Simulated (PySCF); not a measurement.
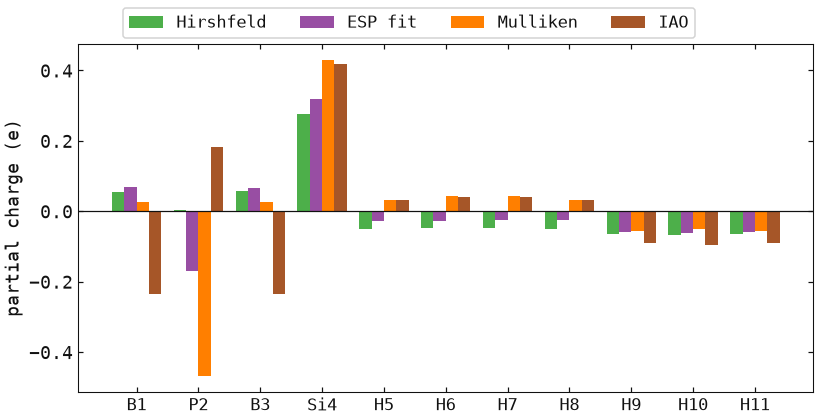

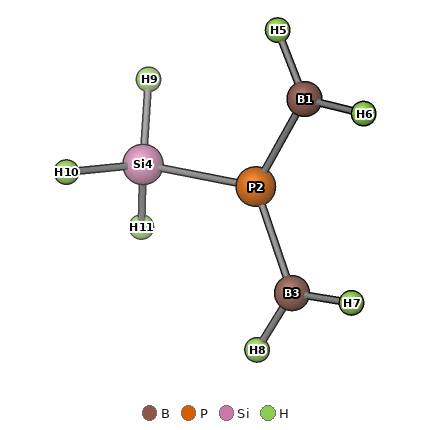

Atomic charges of B₂SiPH₇, SMILES BP(B)[SiH3] by 4 schemes, PBE0/pcSseg-1 in PySCF, at a PBE0-D3(BJ)/def2-SVP geometry (no frequency check).

Question: Which atom is the most negative in each scheme?

Answer: Hirshfeld: H10 (−0.07 e), H11 (−0.06 e) and H9 (−0.06 e); ESP fit: P2 (−0.17 e); Mulliken: P2 (−0.47 e); IAO: B1 (−0.24 e) and B3 (−0.24 e).

Question: On which atom do the schemes disagree most?

Answer: On P2: Hirshfeld 0.00, ESP fit −0.17, Mulliken −0.47, IAO 0.18 e.
